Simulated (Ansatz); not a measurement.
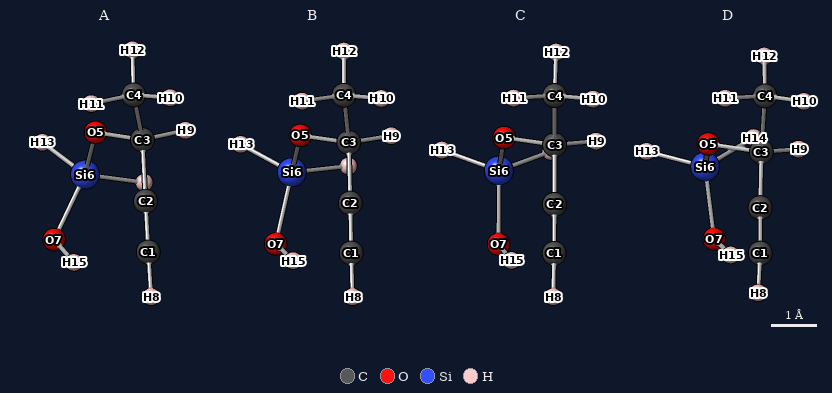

4 geometries from one relaxation of C₄H₈O₂Si, in shuffled order. The picture is a ball-and-stick view, seen from a free direction.

The run prepares an end point of a later path (torsion) calculation, from a guessed geometry.

Computed with RKS B3LYP-D4/def2-SVP (Ansatz). Set-up: no spin polarisation; force threshold 0.015 eV/Å; at most 40 steps.

Put them in the order of the run, from the start to the converged end.

Answer. D, C, B, A. They are steps 0, 4, 8, 19, at +0.505 eV, +0.036 eV, +0.017 eV relative to the last. The largest move after the best rigid fit is that of H14, 1.08 Å. By element the largest moves are H 1.08 Å, O 0.92 Å, C 0.57 Å, Si 0.20 Å. Some distances before and after: C3–C4 1.634 → 1.527 Å, C3–H9 1.035 → 1.109 Å, C1–H8 1.015 → 1.074 Å, C4–H12 1.062 → 1.100 Å. Among the angles between lasting bonds that change: C3–O5–Si6 119.1° → 125.0°, C2–C3–H9 111.9° → 106.9°, H10–C4–H12 113.9° → 109.2°. Groups turn about C3–O5 by about 35°, Si6–O7 by about 35°. The energy falls by 0.505 eV in 17 accepted moves (19 points after the start). Largest force component: 3.3 eV/Å at the start, 0.012 eV/Å at the end. The line search rejected the trial steps at points 10, 12 of the run. Cost: 89 s on 2 threads of Arm Neoverse V2, on a shared host, peak memory 0.41 GiB.
